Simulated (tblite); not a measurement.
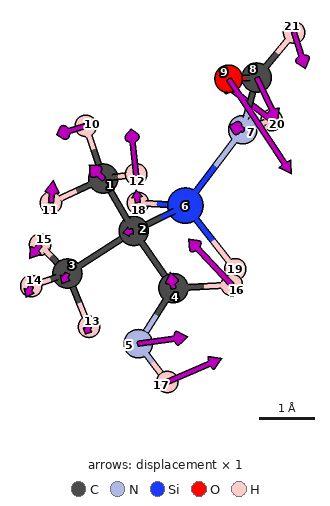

A relaxation of C$_{5}$H$_{12}$N$_{2}$OSi. The starting structure is drawn; purple arrows show the displacements, at their true length. The two geometries are superimposed by the best rigid fit.

A ball-and-stick model, seen from a free direction.

All numbers below come from GFN2-xTB geometry optimisation, gas phase (tblite 0.8.0). 

Question: Which element moves most?

Answer: Oxygen: up to 2.12 Å, against 1.45 Å for hydrogen.

Question: What did the optimiser do to the structure, and how much energy did it gain?

Answer: Over 120 geometry steps the energy falls by 1.575 eV. The atom that moves furthest after the best rigid fit is O9 (2.12 Å). By element the largest moves are O 2.12 Å, H 1.45 Å, N 1.06 Å, C 0.95 Å, Si 0.12 Å. Among the contacts that change: C2–Si6 1.773 → 1.925 Å, N7–C8 1.418 → 1.341 Å, N7–H20 1.077 → 1.006 Å, C1–C2 1.467 → 1.529 Å. Among the angles between lasting bonds that change: C2–Si6–N7 125.2° → 111.1°, C1–C2–Si6 123.9° → 111.4°, H18–Si6–H19 102.8° → 114.3°. Groups turn about C2–C4 by about 70°, Si6–N7 by about 60°, C1–C2 by about 30°. The run took 1.2 s on 1 thread of Arm Neoverse V1, on a shared host.
